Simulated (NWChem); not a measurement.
# One shape, several levels: GePH3F− (SMILES [F][GeH-][PH2])

Aim: a comparison of 5 runs (HF/def2-SVP, TPSS/STO-3G, PBE0/6-31G*, B3LYP/pcseg-1, PBE0/def2-SVP) of GePH3F−. 

Program for the calculation: NWChem 7.3.0.

## 1. The molecule

GePH3F− has 6 atoms, charge -1, and is taken as a singlet. SMILES: `[F][GeH-][PH2]`. Geometry: a GFN2-xTB relaxation, a rough one for these elements and not checked as a minimum. This is one conformer, not always the lowest.

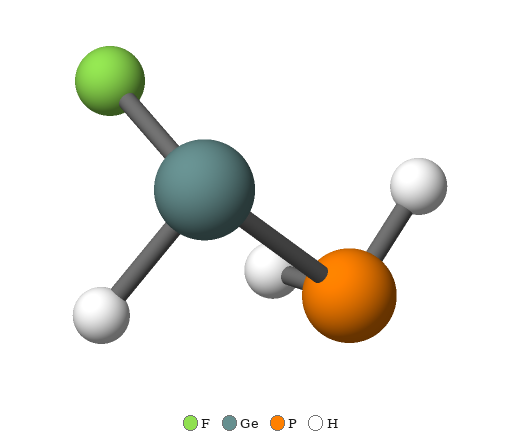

Viewed from a chosen angle; fluorine green, germanium teal, phosphorus orange, hydrogen white.

## 2. Energy and gradient at HF/def2-SVP (run 1)

Input file a.xyz:

```xyz
6
FGeH3P
F     -1.992760    -0.434340     0.179850
Ge    -0.247940    -1.315380     0.180590
P      1.235410     0.634070     0.129080
H     -0.168730    -1.330970    -1.544590
H      0.252610     1.445790    -0.367950
H      0.921410     1.000820     1.423010
```

Input file a.nw:

```
start a
title "FGeH3P"
memory 2200 mb
charge -1

geometry noautosym nocenter noautoz
 load format xyz a.xyz
end

basis "ao basis" spherical bse
 * library def2-SVP
end

scf
 thresh 1e-08
 maxiter 80
 print low
end

task scf gradient
```

The run is started by

```bash
$ nwchem a.nw > a.out
```

Log:

```text
[...]
  functions       =    79
[...]
  wavefunction    = RHF
[...]
         Total SCF energy =  -2516.869959494935
      One-electron energy =  -4008.007137165099
      Two-electron energy =   1247.295488557801
 Nuclear repulsion energy =    243.841689112362
        Time for solution =      8.9s
[...]
                         RHF ENERGY GRADIENTS
    atom               coordinates                        gradient
                 x          y          z           x          y          z
   1 F      -3.765770  -0.820784   0.339867   -0.035143   0.013987  -0.002413
   2 Ge     -0.468539  -2.485708   0.341266    0.031926  -0.011316   0.030327
   3 P       2.334586   1.198219   0.243926   -0.009029   0.016136   0.002182
   4 H      -0.318853  -2.515169  -2.918852    0.000712   0.003753  -0.023651
   5 H       0.477364   2.732147  -0.695325    0.013813  -0.016206   0.013731
   6 H       1.741212   1.891276   2.689099   -0.002279  -0.006354  -0.020176
 Task  times  cpu:       12.6s     wall:       12.6s
 Total times  cpu:       12.6s     wall:       12.6s
```

Run time: 13 s. Hardware: 1 thread of Intel Xeon 6975P-C (Granite Rapids), shared host; peak memory 0.096 GiB.

## 3. Energy and gradient at TPSS/STO-3G (run 2)

Input file mymol.nw:

```
start mymol
title "FGeH3P TPSS"
memory total 2200 mb
charge -1

geometry noautosym nocenter noautoz
F     -1.992760    -0.434340     0.179850
Ge    -0.247940    -1.315380     0.180590
P      1.235410     0.634070     0.129080
H     -0.168730    -1.330970    -1.544590
H      0.252610     1.445790    -0.367950
H      0.921410     1.000820     1.423010
end

basis "ao basis" spherical bse
F library STO-3G
Ge library STO-3G
P library STO-3G
H library STO-3G
end

dft
xc xtpss03 ctpss03
grid xfine
convergence energy 1e-08
maxiter 100
mulliken
print medium
end

task dft gradient
```

The run is started by

```bash
$ nwchem mymol.nw > mymol.out
```

Log:

```text
[...]
          Wavefunction type:  closed shell.
          No. of atoms     :     6
          No. of electrons :    60
[...]
          Charge           :    -1
          Spin multiplicity:     1
[...]
          AO basis - number of functions:    35
[...]
              XC Information
              --------------
                  TPSS metaGGA Exchange Functional  1.000
             TPSS03 metaGGA Correlation Functional  1.000
[...]
 d= 0,ls=0.0,diis     1  -2490.4202352182 -2.73D+03  1.34D-01  4.29D-01     0.8
[...]
 d= 0,ls=0.0,diis    12  -2490.5772263274 -5.19D-10  4.18D-07  2.83D-11     8.0
         Total DFT energy =    -2490.577226327372
      One electron energy =    -3993.989237412242
           Coulomb energy =     1374.842043242961
    Exchange-Corr. energy =     -115.271721270452
 Nuclear repulsion energy =      243.841689112362
[...]
      Total Density - Mulliken Population Analysis
     ---------------------------------------------
    Atom       Charge   Shell Charges
 -----------   ------   -------------------------------------------------------
    1 F    9     9.27   2.00  1.98  5.29
    2 Ge  32    32.19   2.00  2.00  6.00  2.00  5.93  1.81  2.63  9.83
    3 P   15    14.98   2.00  1.99  5.92  1.78  3.28
    4 H    1     1.25   1.25
    5 H    1     1.15   1.15
    6 H    1     1.16   1.16
[...]
  wavefunction    = closed shell
                         DFT ENERGY GRADIENTS
    atom               coordinates                        gradient
                 x          y          z           x          y          z
   1 F      -3.765770  -0.820784   0.339867   -0.055536   0.021114   0.002549
   2 Ge     -0.468539  -2.485708   0.341266    0.033539  -0.028853   0.054353
   3 P       2.334586   1.198219   0.243926   -0.004005   0.038961   0.008682
   4 H      -0.318853  -2.515169  -2.918852    0.004688  -0.001821  -0.056117
   5 H       0.477364   2.732147  -0.695325    0.017683  -0.020931   0.008884
   6 H       1.741212   1.891276   2.689099    0.003632  -0.008471  -0.018351
[...]
```

It took 11 s on 1 thread of Intel Xeon 6975P-C (Granite Rapids), shared host; peak memory 0.13 GiB.

## 4. Energy and gradient at PBE0/6-31G(d) (spherical functions) (run 3)

Input file test.nw:

```
start test
title "FGeH3P"
memory total 2200 mb
charge -1

geometry units angstrom noautosym nocenter noautoz
  F       -1.992760      -0.434340       0.179850
  Ge      -0.247940      -1.315380       0.180590
  P        1.235410       0.634070       0.129080
  H       -0.168730      -1.330970      -1.544590
  H        0.252610       1.445790      -0.367950
  H        0.921410       1.000820       1.423010
end

basis spherical bse
  F library 6-31G*
  Ge library 6-31G*
  P library 6-31G*
  H library 6-31G*
end

dft
  xc pbe0
  grid xfine
  convergence energy 1e-08
  maxiter 100
  mulliken
end

task dft gradient
```

The run is started by

```bash
$ nwchem test.nw > test.out
```

Log:

```text
[...]
          Wavefunction type:  closed shell.
          No. of atoms     :     6
          No. of electrons :    60
[...]
          Charge           :    -1
          Spin multiplicity:     1
[...]
          AO basis - number of functions:    70
[...]
              XC Information
              --------------
                         PBE0 Method XC Functional
                     Hartree-Fock (Exact) Exchange  0.250
          PerdewBurkeErnzerhof Exchange Functional  0.750
            Perdew 1991 LDA Correlation Functional  1.000 local
           PerdewBurkeErnz. Correlation Functional  1.000 non-local
[...]
 d= 0,ls=0.0,diis     1  -2518.9006020019 -2.76D+03  4.19D-02  6.83D+00     2.1
[...]
 d= 0,ls=0.0,diis    10  -2519.2590858635 -1.36D-09  5.48D-07  6.89D-10    16.8
         Total DFT energy =    -2519.259085863520
      One electron energy =    -4007.591779354241
           Coulomb energy =     1358.096236439206
    Exchange-Corr. energy =     -113.605232060847
 Nuclear repulsion energy =      243.841689112362
[...]
      Total Density - Mulliken Population Analysis
     ---------------------------------------------
    Atom       Charge   Shell Charges
 -----------   ------   -------------------------------------------------------
    1 F    9     9.51   2.00  0.92  3.27  1.05  2.28  0.00
    2 Ge  32    31.97   2.00  2.00  6.00  2.00  5.99  1.46  1.58  0.34  0.47  6.86  2.93  0.33
    3 P   15    15.38   2.00  2.00  5.97  1.18  2.41  0.59  1.14  0.08
    4 H    1     1.15   0.45  0.70
    5 H    1     0.97   0.51  0.46
    6 H    1     1.01   0.51  0.50
[...]
  wavefunction    = closed shell
                         DFT ENERGY GRADIENTS
    atom               coordinates                        gradient
                 x          y          z           x          y          z
   1 F      -3.765770  -0.820784   0.339867   -0.031417   0.014382  -0.002962
   2 Ge     -0.468539  -2.485708   0.341266    0.031154  -0.013272   0.022135
   3 P       2.334586   1.198219   0.243926   -0.017063   0.021406   0.007006
   4 H      -0.318853  -2.515169  -2.918852   -0.001261   0.002081  -0.017217
   5 H       0.477364   2.732147  -0.695325    0.017375  -0.017638   0.012959
   6 H       1.741212   1.891276   2.689099    0.001211  -0.006958  -0.021920
[...]
```

Run time: 24 s. Hardware: 1 thread of Intel Xeon 6975P-C (Granite Rapids), shared host; peak memory 0.13 GiB.

Run 4 isn't shown in full; the table further down has it.

## 5. Energy and gradient at PBE0/def2-SVP (run 5)

Input file fgeh3p.nw:

```
START fgeh3p
TITLE "FGeH3P gradient"
memory 2200 mb
charge -1
GEOMETRY units angstrom noautosym nocenter noautoz
F    -1.992760   -0.434340    0.179850
Ge   -0.247940   -1.315380    0.180590
P     1.235410    0.634070    0.129080
H    -0.168730   -1.330970   -1.544590
H     0.252610    1.445790   -0.367950
H     0.921410    1.000820    1.423010
END
BASIS spherical bse
* library def2-SVP
END
DFT
xc pbe0
grid xfine
convergence energy 1e-08
maxiter 100
mulliken
noprint "final vectors analysis"
END
TASK dft gradient
```

The run is started by

```bash
$ nwchem fgeh3p.nw > fgeh3p.out
```

Log:

```text
[...]
          Wavefunction type:  closed shell.
          No. of atoms     :     6
          No. of electrons :    60
[...]
          Charge           :    -1
          Spin multiplicity:     1
[...]
          AO basis - number of functions:    79
[...]
              XC Information
              --------------
                         PBE0 Method XC Functional
                     Hartree-Fock (Exact) Exchange  0.250
          PerdewBurkeErnzerhof Exchange Functional  0.750
            Perdew 1991 LDA Correlation Functional  1.000 local
           PerdewBurkeErnz. Correlation Functional  1.000 non-local
[...]
 d= 0,ls=0.0,diis     1  -2518.7790477254 -2.76D+03  4.00D-02  5.96D+00     2.0
[...]
 d= 0,ls=0.0,diis    10  -2519.1228451309 -1.01D-09  4.49D-07  6.84D-10    15.5
         Total DFT energy =    -2519.122845130876
      One electron energy =    -4007.878888223227
           Coulomb energy =     1358.531529573258
    Exchange-Corr. energy =     -113.617175593268
 Nuclear repulsion energy =      243.841689112362
[...]
      Total Density - Mulliken Population Analysis
     ---------------------------------------------
    Atom       Charge   Shell Charges
 -----------   ------   -------------------------------------------------------
    1 F    9     9.53   1.99  1.11  0.85  3.31  2.27  0.00
    2 Ge  32    31.88   2.00  2.00  1.99  1.33  0.46  6.00  5.97  0.99  0.98  8.10  1.81  0.23
    3 P   15    15.26   2.00  1.98  1.16  0.59  5.93  1.49  2.02  0.08
    4 H    1     1.25   0.67  0.57  0.01
    5 H    1     1.03   0.74  0.27  0.02
    6 H    1     1.06   0.74  0.30  0.02
[...]
  wavefunction    = closed shell
                         DFT ENERGY GRADIENTS
    atom               coordinates                        gradient
                 x          y          z           x          y          z
   1 F      -3.765770  -0.820784   0.339867   -0.030243   0.012864  -0.002579
   2 Ge     -0.468539  -2.485708   0.341266    0.029758  -0.011622   0.022953
   3 P       2.334586   1.198219   0.243926   -0.020077   0.022618   0.009038
   4 H      -0.318853  -2.515169  -2.918852   -0.001228   0.001917  -0.018639
   5 H       0.477364   2.732147  -0.695325    0.019545  -0.018373   0.012840
   6 H       1.741212   1.891276   2.689099    0.002246  -0.007404  -0.023613
[...]
```

Wall time 21 s (1 thread of Intel Xeon 6975P-C (Granite Rapids), shared host); peak memory 0.13 GiB.

## 6. Overview of the runs

| run | level | iteration cap | module | energy (Eh) | largest force (eV/Å) | wall time |
| --- | --- | --- | --- | --- | --- | --- |
| 1 | HF/def2-SVP | 80 | scf | -2516.869959 | 2.338 | 13 s |
| 2 | TPSS/STO-3G | 100 | dft | -2490.577226 | 3.604 | 11 s |
| 3 | PBE0/6-31G* (spherical functions) | 100 | dft | -2519.259086 | 2.080 | 24 s |
| 4 | B3LYP/pcseg-1 | 100 | dft | -2519.880471 | 1.544 | 26 s |
| 5 | PBE0/def2-SVP | 100 | dft | -2519.122845 | 2.023 | 21 s |

## 7. Summary of results

| quantity | value |
| --- | --- |
| run 5: total energy | -2519.12285 Eh |
| run 5: largest force on an atom | 2.023 eV/Å |

In words: Totals of different functionals can't be ranked against each other. In run 2 the HOMO lies above zero, so the outermost electron may be held by the basis alone. In run 2 the basis is minimal, so the values are rough. All runs together took 95 s, the longest 26 s.
